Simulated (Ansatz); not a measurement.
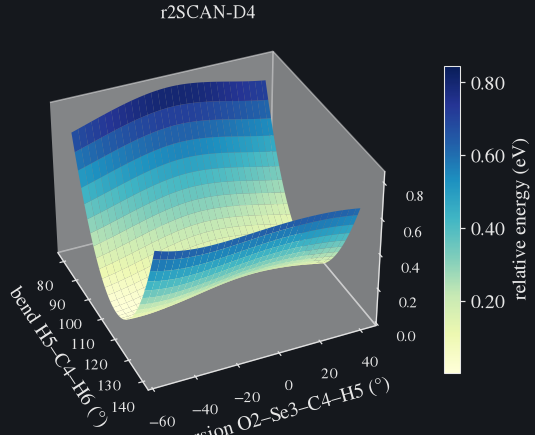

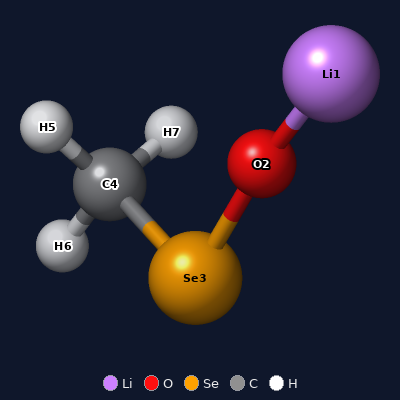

Energy landscape of CH₃LiOSe, SMILES [Li][O][Se]C, singlet over the bend H5–C4–H6 and the torsion O2–Se3–C4–H5. Method named on the plot, def2-TZVPP, the Ansatz code 0.2.0, cores frozen in correlated methods. A bend and then a torsion are set rigidly from the minimum (PBE0-D4/def2-TZVP); energies less that of the minimum; in a bend the first-named atom and what hangs on it turn. The outer core of Li, Na, Mg and K is correlated. On heavy atoms the filled d shell below the valence is correlated. The map is drawn from 7 × 5 computed points, interpolated.

How does the best value of the first coordinate follow the second?

It moves little, from 109.9 to 110.2°, as the second goes from −55 to 41° (from a spline through the points).

Give the energies on the grid.

In eV; across: bend H5–C4–H6 (°), down: torsion O2–Se3–C4–H5 (°).
|  | 80 | 90 | 100 | 110 | 120 | 130 | 140 |
| --- | --- | --- | --- | --- | --- | --- | --- |
| −55 | 0.72 | 0.33 | 0.09 | 0.00 | 0.07 | 0.31 | 0.70 |
| −31 | 0.80 | 0.40 | 0.15 | 0.05 | 0.10 | 0.29 | 0.65 |
| −7 | 0.85 | 0.45 | 0.20 | 0.10 | 0.14 | 0.33 | 0.66 |
| 17 | 0.81 | 0.42 | 0.18 | 0.09 | 0.14 | 0.33 | 0.66 |
| 41 | 0.76 | 0.36 | 0.12 | 0.03 | 0.09 | 0.30 | 0.64 |

Known limits of this run: no scalar relativity up to krypton.
